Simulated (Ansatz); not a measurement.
The figure comes from a scan of LaOF (space group R-3m): the cell is scaled evenly about its relaxed volume V₀. Computed with PBEsol (plane waves to 420 eV, PAW, scalar-relativistic; Ansatz, a quantum-chemistry and plane-wave program). k mesh 10×10×10 (Γ-centred), Fermi-Dirac smearing 0.05 eV. Energies are smeared free energies. LaOF is run without spin polarisation. LaOF was relaxed with its symmetry unable to fall. ΔE is measured from the relaxed starting cell.

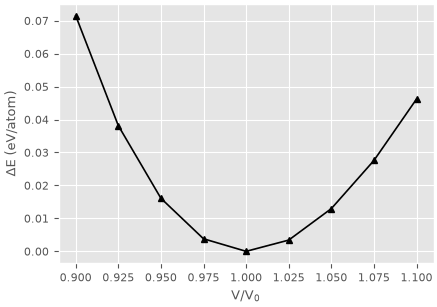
ΔE (eV/atom) against V/V₀; markers are the computed points, lines only join them.

Problem. List the plotted points as numbers.

Solution. To the nearest 0.001:

| V/V₀ | ΔE (eV/atom) |
|---|---|
| 0.900 | 0.072 |
| 0.925 | 0.038 |
| 0.950 | 0.016 |
| 0.975 | 0.004 |
| 1.000 | 0.000 |
| 1.025 | 0.003 |
| 1.050 | 0.013 |
| 1.075 | 0.028 |
| 1.100 | 0.046 |

(Under strain, the slope of the energy per volume gives the stress and its curvature an elastic modulus.)
